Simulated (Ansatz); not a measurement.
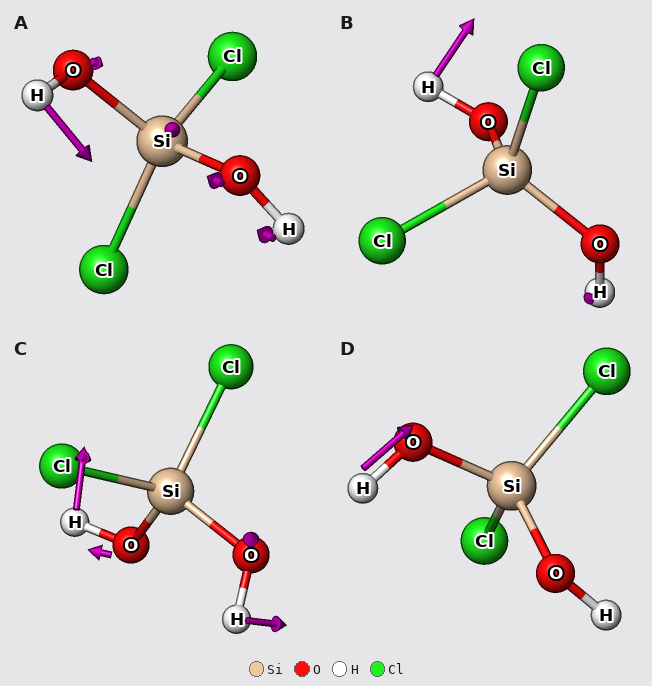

4 normal modes of one molecule or complex, as arrows. Harmonic vibrations computed with RKS PBE0-D4/def2-TZVP (Ansatz 0.2.0) at a stationary point of the same level.

**Match the panels to the wavenumbers 167 cm⁻¹, 334 cm⁻¹, 927 cm⁻¹, 3914 cm⁻¹.**

A: 927 cm⁻¹
B: 167 cm⁻¹
C: 334 cm⁻¹
D: 3914 cm⁻¹, O–H stretching
